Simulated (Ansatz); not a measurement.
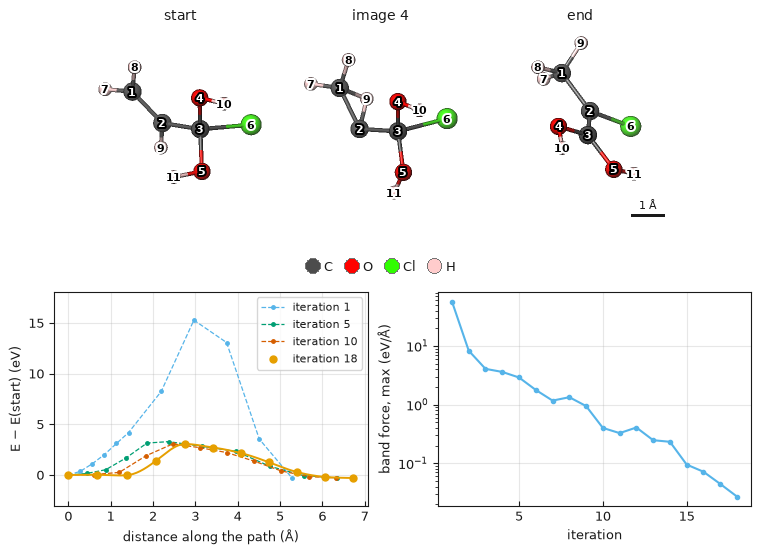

A nudged-elastic-band calculation for C$_{3}$H$_{5}$ClO$_{2}$. Images are numbered from 0 (start) to 10 (end). The plot follows the band through its iterations. The picture is a ball-and-stick view, seen from a free direction.

Computed with Ansatz 0.2.0, RKS B3LYP-D4/def2-SVP. Run with 9 movable images; climbing image; force threshold 0.03 eV/Å; iteration limit 51; starting path through a guess of the saddle point.

### How did the profile develop, and is the result final?

The run is converged, with reservations. The band converged in 18 iterations. The largest component of the band force went from 57 to 0.027 eV/Å. The climbing image converged on the top of the path. Its vibrational analysis gives one imaginary mode (889i cm⁻¹), as a transition state must have. The first iteration put the highest image at 15.28 eV. Forward barrier 3.06 eV, backward barrier 3.35 eV, with image 4 at the top; the reaction energy is −0.29 eV.

Cost: 6.7 min on 2 threads of Intel(R) Xeon(R) Platinum 8488C (Sapphire Rapids) (shared host), peak memory 0.28 GiB.
